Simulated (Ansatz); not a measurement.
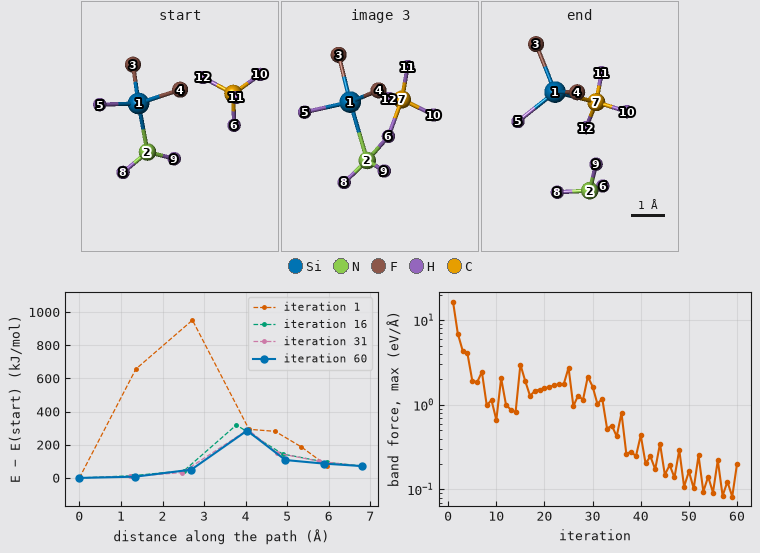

A search for the minimum-energy path of CH₇F₂NSi, made up at the start of SiNH3F2 and CH4 by the nudged elastic band. Images are numbered from 0 (start) to 6 (end). The plot follows the band through its iterations. The picture is a ball-and-stick view, seen at a tilt.

Computed with RKS B3LYP-D4/def2-SVP in Ansatz. Settings: 5 movable images; climbing image; force threshold 0.03 eV/Å; iteration limit 60; optimiser L-BFGS; starting path through a guess of the saddle point.

Did the band converge, and can the barrier be trusted?

Answer. The result isn't final. The band hadn't converged when the run stopped after 60 iterations. The largest component of the band force went from 17 to 0.2 eV/Å. The barrier read from it is provisional, though the highest image hardly moved in the last two iterations. The first iteration put the highest image at 951.8 kJ/mol. The energy climbs by 285.8 kJ/mol to image 3 and then falls by 214.5 kJ/mol, so the end point sits at +71.4 kJ/mol.

Limits of the set-up: the start holds two separate molecules, 2.6 Å apart at their closest, whose relative position is a soft coordinate.

Cost: 20 min on 2 threads of Arm Neoverse N1 (shared host), peak memory 0.26 GiB.
